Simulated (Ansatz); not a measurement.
Geometry relaxation, with input and output: SiH5O

- system: SiH5O, multiplicity 2
- method: UHF/6-31G* (Ansatz 0.2.0)

The input holds or restrains some coordinates. Forces given for the steps count only the free coordinates. It belongs to a series of runs on one base structure; here: pulled along the bonds that form and break, towards end A.

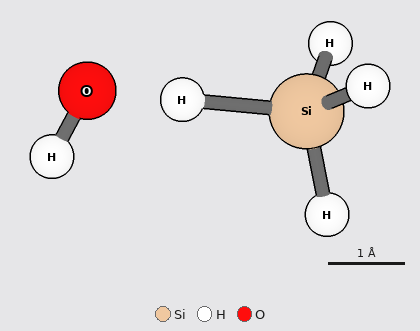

The input geometry (ball-and-stick view, seen at a tilt). Bond lengths as drawn: H–O 1.01 Å and H–Si 1.46 to 1.71 Å.

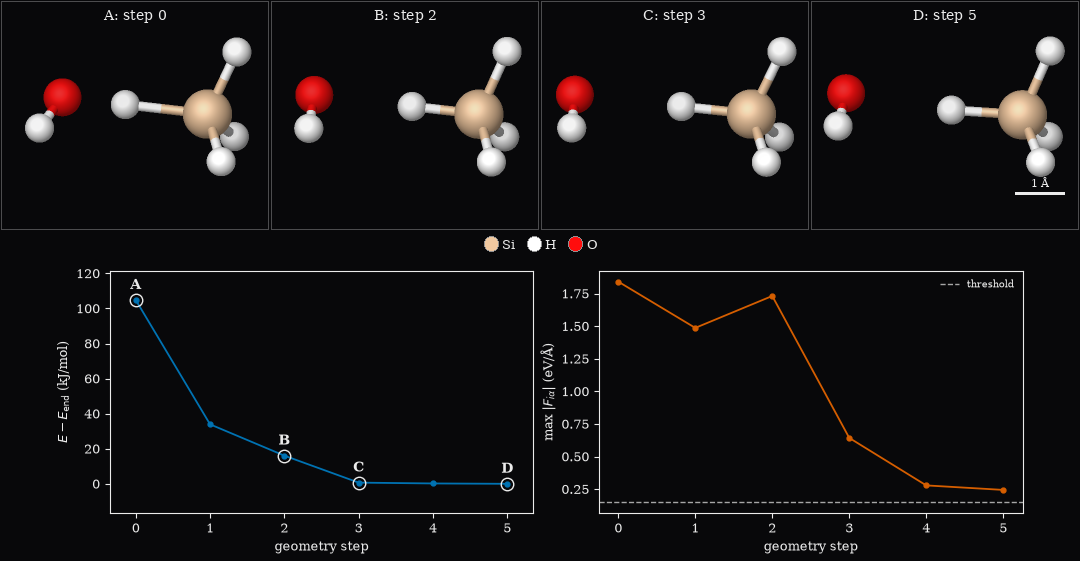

Frames of the restrained relaxation (ball-and-stick view, seen at a tilt) above the curves, on which the letters mark them (the first geometry is step 0 here and step 1 in the log).

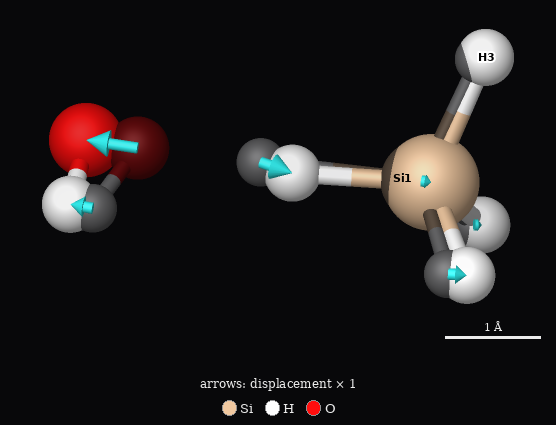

Start (faint) and end (solid) with the displacements as teal arrows, at true length (ball-and-stick view, seen at a tilt). The two geometries are laid on each other by the best rigid fit. The largest move after the best rigid fit is that of O6, 0.55 Å. By element the largest moves are O 0.55 Å, H 0.37 Å, Si 0.10 Å. Among the contacts that change: Si1–H2 1.710 → 1.466 Å, O6–H7 1.010 → 0.958 Å, Si1–H3 1.460 → 1.475 Å. After 5 geometry steps the energy has fallen by 104.8 kJ/mol. The largest force component goes from 1.8 to 0.24 eV/Å. (Atoms are counted from 1 in the order of the input.)

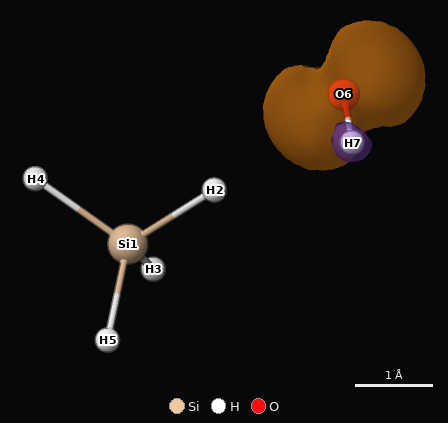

Isosurfaces of the spin density at +0.06 (orange) and −0.06 e/Å³ (purple), seen at an oblique angle. The unpaired spin (1 electron) lies mostly on O6 (about 1.0), in electrons by Hirshfeld's partition.

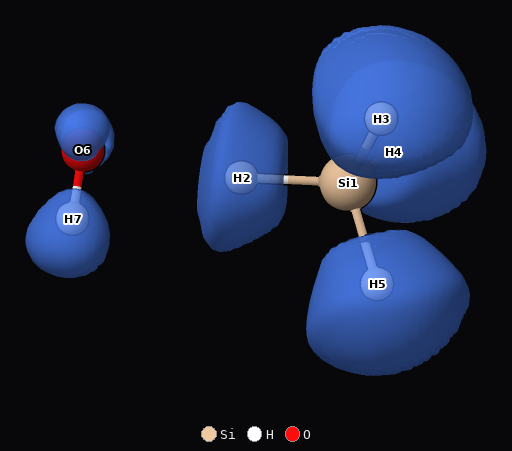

Isosurface of the electron localisation function at 0.9 (blue), seen face on. Core shells and regions of very low density are left out. Values along the shortest contacts: O–H (0.96 Å): the ELF climbs to about 1 towards the hydrogen, as it does in any bond to H; a covalent bond by its length.

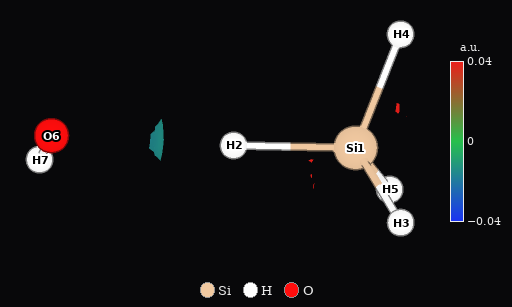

Non-covalent interaction (NCI) plot: the surface where the reduced density gradient is 0.4, for densities under 0.05 a.u., coloured by sign(λ₂)ρ; seen from the side.

The input that produced these results follows, with the program's output.

**Input**
```yaml
crystal:
  periodic: [false, false, false]
  atoms:
    - { symbol: Si, position_ang: [0.0, 0.0, 0.0] }
    - { symbol: H, position_ang: [0.0, 0.0, 1.71] }
    - { symbol: H, position_ang: [1.3768, 0.0, -0.4862] }
    - { symbol: H, position_ang: [-0.6877, 1.1914, -0.4862] }
    - { symbol: H, position_ang: [-0.6877, -1.1914, -0.4862] }
    - { symbol: O, position_ang: [0.0, 0.0, 3.02] }
    - { symbol: H, position_ang: [-0.5144, -0.8011, 3.3571] }
magnetization:
  spin_polarized: true
  initial_magnetization: 1
basis:
  gaussian: { orbitals: "6-31G*" }
hamiltonian:
  xc: hf
relax:
  f_tol: 0.15
  max_steps: 25
  restrain:
    - { distance: [1, 5], at: 2.21, k: 30.0 }
    - { distance: [0, 1], at: 1.46, k: 30.0 }
output:
  orbitals: {}
```

Run as:
```bash
ansatz run input.yaml --threads 1 --pin off --max-ram 2048MiB --backend cpu --events-out ev --progress --plain --runs-dir out
```

**Output**
```
The last accepted step is kept in [file] (removed where the run ends without a failure and the disk answers)
Engine: ansatz 0.2.0, aarch64-unknown-linux-gnu
Functional definition: HF
  exchange = exact_x
  correlation = 0
474 factors; integrals over basis functions are off by at most 7.2e-4 eV
mean field evaluation 1: about -9971.5971 eV, gradient 2.3e1 eV
mean field evaluation 2: about -9971.6256 eV, gradient 2.3e1 eV
mean field evaluation 4: about -9974.4600 eV, gradient 3.0e0 eV
mean field evaluation 8: about -9974.7397 eV, gradient 4.1e-1 eV
mean field evaluation 16: about -9973.7999 eV, gradient 6.5e0 eV
mean field evaluation 32: about -9973.6035 eV, gradient 1.9e-1 eV
mean field -9974.74782805 eV, -366.5652215541 hartree, gradient 2.4e-5 eV, S^2 0.798013; 0 other end points of the search recorded, 0 dependent functions left out
the calculation of the forces begins
reference -9974.74782805 eV, -366.5652215541 hartree; 14, 13 occupied and 30, 31 virtual orbitals, 474 factors
relax step   1: F+E_penalty+E_count = -9974.74782805 eV  Δ(F+E_penalty+E_count) = +0.000e0 eV  max|allowed force component| = 1.841e0 eV/Å  E_restraint = 13.08750000 eV  max|allowed force component, restraints' pulls added| = 3.541e1 eV/Å  Δτ_max = 0.0000 Å  (84 SCF iters, accepted)
  distance H 1 - O 5 = 1.3100 Å
  distance Si 0 - H 1 = 1.7100 Å
these checks for a lower state are left out or cut short: starts, cluster_reference, orbital_swaps, neighbouring_geometries, increment
474 factors; integrals over basis functions are off by at most 7.3e-4 eV
mean field evaluation 64: about -9975.4826 eV, gradient 2.4e-5 eV
mean field -9975.48258616 eV, -366.5922234163 hartree, gradient 1.2e-6 eV, S^2 0.760272; 0 other end points of the search recorded, 0 dependent functions left out
the calculation of the forces begins
reference -9975.48258616 eV, -366.5922234163 hartree; 14, 13 occupied and 30, 31 virtual orbitals, 474 factors
relax step   2: F+E_penalty+E_count = -9975.48258616 eV  Δ(F+E_penalty+E_count) = -7.348e-1 eV  max|allowed force component| = 1.487e0 eV/Å  E_restraint = 4.21487990 eV  max|allowed force component, restraints' pulls added| = 1.879e1 eV/Å  Δτ_max = 0.1918 Å  (92 SCF iters, accepted)
  distance H 1 - O 5 = 1.6822 Å
  distance Si 0 - H 1 = 1.5091 Å
these checks for a lower state are left out or cut short: starts, cluster_reference, orbital_swaps, neighbouring_geometries, increment
474 factors; integrals over basis functions are off by at most 7.3e-4 eV
mean field -9975.66755913 eV, -366.5990210478 hartree, gradient 2.5e-7 eV, S^2 0.756015; 0 other end points of the search recorded, 0 dependent functions left out
the calculation of the forces begins
reference -9975.66755913 eV, -366.5990210478 hartree; 14, 13 occupied and 30, 31 virtual orbitals, 474 factors
relax step   3: F+E_penalty+E_count = -9975.66755913 eV  Δ(F+E_penalty+E_count) = -1.850e-1 eV  max|allowed force component| = 1.731e0 eV/Å  E_restraint = 0.50956849 eV  max|allowed force component, restraints' pulls added| = 5.531e0 eV/Å  Δτ_max = 0.2000 Å  (71 SCF iters, accepted)
  distance H 1 - O 5 = 2.0397 Å
  distance Si 0 - H 1 = 1.3895 Å
these checks for a lower state are left out or cut short: starts, cluster_reference, orbital_swaps, neighbouring_geometries, increment
474 factors; integrals over basis functions are off by at most 7.5e-4 eV
mean field -9975.82699488 eV, -366.6048802036 hartree, gradient 5.3e-6 eV, S^2 0.755557; 0 other end points of the search recorded, 0 dependent functions left out
the calculation of the forces begins
reference -9975.82699488 eV, -366.6048802036 hartree; 14, 13 occupied and 30, 31 virtual orbitals, 474 factors
relax step   4: F+E_penalty+E_count = -9975.82699488 eV  Δ(F+E_penalty+E_count) = -1.594e-1 eV  max|allowed force component| = 6.429e-1 eV/Å  E_restraint = 0.00128444 eV  max|allowed force component, restraints' pulls added| = 7.860e-1 eV/Å  Δτ_max = 0.1933 Å  (53 SCF iters, accepted)
  distance H 1 - O 5 = 2.2179 Å
  distance Si 0 - H 1 = 1.4552 Å
these checks for a lower state are left out or cut short: starts, cluster_reference, orbital_swaps, neighbouring_geometries, increment
474 factors; integrals over basis functions are off by at most 7.5e-4 eV
mean field evaluation 96: about -9975.8319 eV, gradient 2.4e-5 eV
mean field -9975.83190887 eV, -366.6050607891 hartree, gradient 1.3e-7 eV, S^2 0.755433; 0 other end points of the search recorded, 0 dependent functions left out
the calculation of the forces begins
reference -9975.83190887 eV, -366.6050607891 hartree; 14, 13 occupied and 30, 31 virtual orbitals, 474 factors
relax step   5: F+E_penalty+E_count = -9975.83190887 eV  Δ(F+E_penalty+E_count) = -4.914e-3 eV  max|allowed force component| = 2.788e-1 eV/Å  E_restraint = 0.00128733 eV  max|allowed force component, restraints' pulls added| = 2.768e-1 eV/Å  Δτ_max = 0.1066 Å  (80 SCF iters, accepted)
  distance H 1 - O 5 = 2.2169 Å
  distance Si 0 - H 1 = 1.4661 Å
these checks for a lower state are left out or cut short: starts, cluster_reference, orbital_swaps, neighbouring_geometries, increment
474 factors; integrals over basis functions are off by at most 7.5e-4 eV
mean field -9975.83404248 eV, -366.6051391979 hartree, gradient 4.8e-6 eV, S^2 0.755508; 0 other end points of the search recorded, 0 dependent functions left out
the calculation of the forces begins
reference -9975.83404248 eV, -366.6051391979 hartree; 14, 13 occupied and 30, 31 virtual orbitals, 474 factors
relax step   6: F+E_penalty+E_count = -9975.83404248 eV  Δ(F+E_penalty+E_count) = -2.134e-3 eV  max|allowed force component| = 2.442e-1 eV/Å  E_restraint = 0.00156015 eV  max|allowed force component, restraints' pulls added| = 2.261e-2 eV/Å  Δτ_max = 0.0625 Å  (54 SCF iters, accepted)
  distance H 1 - O 5 = 2.2180 Å
  distance Si 0 - H 1 = 1.4663 Å
474 factors; integrals over basis functions are off by at most 7.5e-4 eV
mean field evaluation 128: about -9975.8340 eV, gradient 1.9e-5 eV
mean field evaluation 160: about -9975.7979 eV, gradient 7.8e-2 eV
mean field evaluation 192: about -9967.1528 eV, gradient 9.2e0 eV
mean field -9975.83404248 eV, -366.6051391979 hartree, gradient 4.8e-6 eV, S^2 0.755508; 3 other end points of the search recorded, 0 dependent functions left out
the calculation of the forces begins
reference -9975.83404248 eV, -366.6051391979 hartree; 14, 13 occupied and 30, 31 virtual orbitals, 474 factors
Total energy: -9975.83404248 eV, -366.6051391979 hartree
Atom 0 at    -0.002309    -0.003030    -0.104147 Å, force     0.005235     0.007086    -0.211715 eV/Å
Atom 1 at    -0.058215    -0.085500     1.358782 Å, force    -0.014189    -0.020045    -0.052182 eV/Å
Atom 2 at     1.403625     0.017341    -0.550113 Å, force    -0.002409    -0.001638     0.009565 eV/Å
Atom 3 at    -0.683959     1.222740    -0.561382 Å, force    -0.000363    -0.002720     0.008955 eV/Å
Atom 4 at    -0.679417    -1.180516    -0.685013 Å, force     0.002372     0.004111     0.001281 eV/Å
Atom 5 at     0.013942     0.016001     3.573289 Å, force     0.014081     0.020428     0.244158 eV/Å
Atom 6 at    -0.506666    -0.788136     3.597085 Å, force    -0.004727    -0.007221    -0.000062 eV/Å
Dipole moment:    -0.199781    -0.308486     0.021806 e Å
```

**Trajectory as extended XYZ (Å, eV, eV/Å), 6 frames, from step=1 to step=6**
```
7
Properties=species:S:1:pos:R:3:forces:R:3 step=1 energy=-9974.74783
Si    0.0000    0.0000    0.0000    0.0295   0.0150   0.8975
H     0.0000    0.0000    1.7100   -0.1913  -0.2976  -0.9120
H     1.3768    0.0000   -0.4862    0.3141  -0.0168  -0.0299
H    -0.6877    1.1914   -0.4862   -0.1834   0.2834  -0.0401
H    -0.6877   -1.1914   -0.4862   -0.1833  -0.3169  -0.0735
O     0.0000    0.0000    3.0200   -0.9679  -1.5083   1.5339
H    -0.5144   -0.8011    3.3571    1.1824   1.8413  -1.3758
7
Properties=species:S:1:pos:R:3:forces:R:3 step=2 energy=-9975.48259
Si    0.0002    0.0000    0.0091    0.0472   0.0579   0.5080
H     0.0004    0.0007    1.5182   -0.0248  -0.0387  -1.4866
H     1.3806   -0.0004   -0.4853    0.1867  -0.0187  -0.0581
H    -0.6900    1.1947   -0.4854   -0.1166   0.1640  -0.0638
H    -0.6899   -1.1952   -0.4861   -0.1162  -0.2006  -0.0758
O     0.0037    0.0058    3.2004   -0.5041  -0.7856   1.4142
H    -0.5180   -0.8067    3.3576    0.5278   0.8218  -0.2379
7
Properties=species:S:1:pos:R:3:forces:R:3 step=3 energy=-9975.66756
Si    0.0014    0.0018   -0.0289    0.0263   0.0335  -1.5455
H     0.0002    0.0004    1.3607   -0.0133  -0.0205   1.7314
H     1.3872   -0.0005   -0.4913    0.2594  -0.0137  -0.2200
H    -0.6935    1.2005   -0.4915   -0.1443   0.2226  -0.2221
H    -0.6929   -1.2005   -0.4922   -0.1267  -0.2193  -0.2089
O     0.0048    0.0074    3.4003   -0.3934  -0.6128   0.4215
H    -0.5202   -0.8101    3.3713    0.3920   0.6102   0.0436
7
Properties=species:S:1:pos:R:3:forces:R:3 step=4 energy=-9975.82699
Si    0.0070    0.0107   -0.0807   -0.0109  -0.0167  -0.6429
H    -0.0019   -0.0025    1.3744    0.0030   0.0054   0.1721
H     1.3947    0.0043   -0.5894   -0.0379   0.0103   0.0771
H    -0.6922    1.2092   -0.5904    0.0285  -0.0283   0.0767
H    -0.6873   -1.1916   -0.5950    0.0193   0.0330   0.0689
O    -0.0074   -0.0115    3.5923   -0.1436  -0.2240   0.2103
H    -0.5259   -0.8196    3.5173    0.1415   0.2204   0.0378
7
Properties=species:S:1:pos:R:3:forces:R:3 step=5 energy=-9975.83191
Si    0.0043    0.0071   -0.1106    0.0067   0.0099  -0.1647
H    -0.0241   -0.0333    1.3547   -0.0078  -0.0110  -0.0471
H     1.4019    0.0146   -0.5813    0.0044  -0.0032  -0.0050
H    -0.6857    1.2200   -0.5878   -0.0054   0.0027  -0.0063
H    -0.6835   -1.1866   -0.6413   -0.0047  -0.0080  -0.0189
O    -0.0054   -0.0115    3.5714    0.1803   0.2788   0.2387
H    -0.5206   -0.8114    3.6234   -0.1735  -0.2692   0.0034
7
Properties=species:S:1:pos:R:3:forces:R:3 step=6 energy=-9975.83404
Si   -0.0023   -0.0030   -0.1041    0.0052   0.0071  -0.2117
H    -0.0582   -0.0855    1.3588   -0.0142  -0.0200  -0.0522
H     1.4036    0.0173   -0.5501   -0.0024  -0.0016   0.0096
H    -0.6840    1.2227   -0.5614   -0.0004  -0.0027   0.0090
H    -0.6794   -1.1805   -0.6850    0.0024   0.0041   0.0013
O     0.0139    0.0160    3.5733    0.0141   0.0204   0.2442
H    -0.5067   -0.7881    3.5971   -0.0047  -0.0072  -0.0001
```

**Key numbers**

| quantity | value |
| --- | --- |
| outcome | converged under the restraints of the input |
| total energy | −9975.8340 eV |
| mean-field energy | −9975.8340 eV |
| ⟨S²⟩ | 0.756 |
| largest force (length of the vector) at the end, held atoms and coordinates included | 0.245 eV/Å |
| hardware | 1 thread of Arm Neoverse V2, 24 GiB of memory available, shared host |
| wall time | 3.5 s |
| peak memory | 0.095 GiB |
